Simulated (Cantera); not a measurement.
Input: 1 mol Si₃N₄, a varied amount of CO₂, 160 mol N₂, held at 2098.15 K and 100000 Pa.

Equilibrium computed with Cantera from the NASA thermochemical tables; the gas is ideal and each condensed phase is pure. Candidate condensed phases: C, Si, SiC, SiO₂, Si₂N₂O, Si₃N₄; 34 gas species. The tables' values for SiN are old estimates; treat these amounts as uncertain. Equilibrium is a limit: real reactors are often held back by kinetics, nucleation or transport.

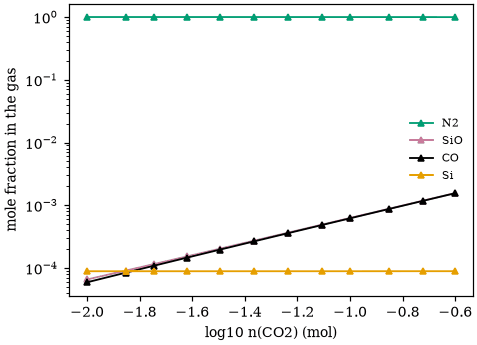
Figure. Equilibrium gas composition (values under 1e-9 drawn at 1e-9)

From 0.01 mol CO₂ to 0.25 mol CO₂ the condensed part is Si₃N₄(s). The main Si-bearing gas is Si at 0.01 mol CO₂ and SiO at 0.25 mol CO₂. The share of Si in condensed phases is highest at 0.01 mol CO₂ (98.9 %) and lowest at 0.25 mol CO₂ (90.9 %).
